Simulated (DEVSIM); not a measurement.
Structure: Ti/SiO2/n-InP capacitor, at 400 K.

```csv
layer (left to right),material,thickness (nm),Nd (cm⁻³)
1,SiO2,0.640,-
2,InP,1700,1.4e17
```

Metal gate on the left, work function 4.33 eV. Fixed charge at the semiconductor interface 8.4e10 cm⁻² (in units of +e); no interface traps.

The device is made up for the run: typed textbook-type constants, with dimensions and the other settings drawn at random. Values at 300 K; Nc and Nv go as T^1.5, mobilities as T to minus their exponent, the gap by Varshni's rule with the affinity fixed.

| parameter | SiO2 | InP |
|---|---|---|
| gap (eV) | 9 | 1.344 |
| affinity (eV) | 0.9 | 4.38 |
| permittivity | 3.9 | 12.5 |
| Nc (cm⁻³) | - | 5.7e17 |
| Nv (cm⁻³) | - | 1.1e19 |
| Varshni α (eV/K) | - | 0.000363 |
| Varshni β (K) | - | 162 |

DEVSIM, 1D Poisson equation in equilibrium, Boltzmann statistics, complete ionisation; no quantum confinement or tunnelling. Metal contacts follow the ideal Schottky-Mott rule: no Fermi-level pinning, no interface dipoles.

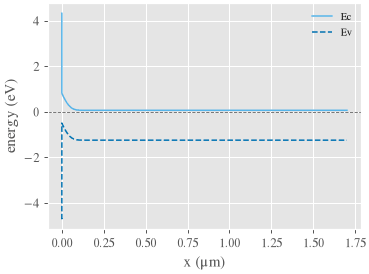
*Band edges at -0.9 V on the gate*

Energies count from the Fermi level of the right contact; mesh points crowd at the junctions.

| x (μm) | Ec (eV) | Ev (eV) | n (cm⁻³) | p (cm⁻³) | field (V/cm) |
|---|---|---|---|---|---|
| 0.000 | 4.330 | -4.670 | < 1e2 | < 1e2 | -580000 |
| 0.0003555 | 4.309 | -4.691 | < 1e2 | < 1e2 | -580000 |
| 0.0009506 | 0.808 | -0.504 | 5.9e7 | 7.6e12 | -170000 |
| 0.002186 | 0.787 | -0.525 | 1.1e8 | 4.2e12 | -170000 |
| 0.005581 | 0.731 | -0.580 | 5.4e8 | 8.3e11 | -160000 |
| 0.01070 | 0.652 | -0.660 | 5.4e9 | 8.3e10 | -150000 |
| 0.02083 | 0.510 | -0.801 | 3.3e11 | 1.4e9 | -130000 |
| 0.04761 | 0.237 | -1.075 | 9.1e14 | 490000 | -75000 |
| 0.08800 | 0.080 | -1.232 | 8.7e16 | 5100 | -12000 |
| 0.1679 | 0.063 | -1.248 | 1.4e17 | 3200 | -31 |
| 0.3093 | 0.063 | -1.248 | 1.4e17 | 3200 | ≈ 0 |
| 0.6976 | 0.063 | -1.248 | 1.4e17 | 3200 | ≈ 0 |
| 1.135 | 0.063 | -1.248 | 1.4e17 | 3200 | ≈ 0 |
| 1.404 | 0.063 | -1.248 | 1.4e17 | 3200 | ≈ 0 |
| 1.570 | 0.063 | -1.248 | 1.4e17 | 3200 | ≈ 0 |
| 1.630 | 0.063 | -1.248 | 1.4e17 | 3200 | ≈ 0 |
| 1.664 | 0.063 | -1.248 | 1.4e17 | 3200 | ≈ 0 |
| 1.681 | 0.063 | -1.248 | 1.4e17 | 3200 | ≈ 0 |
| 1.693 | 0.063 | -1.248 | 1.4e17 | 3200 | ≈ 0 |
| 1.697 | 0.063 | -1.248 | 1.4e17 | 3200 | ≈ 0 |
| 1.699 | 0.063 | -1.248 | 1.4e17 | 3200 | ≈ 0 |
| 1.701 | 0.063 | -1.248 | 1.4e17 | 3200 | ≈ 0 |
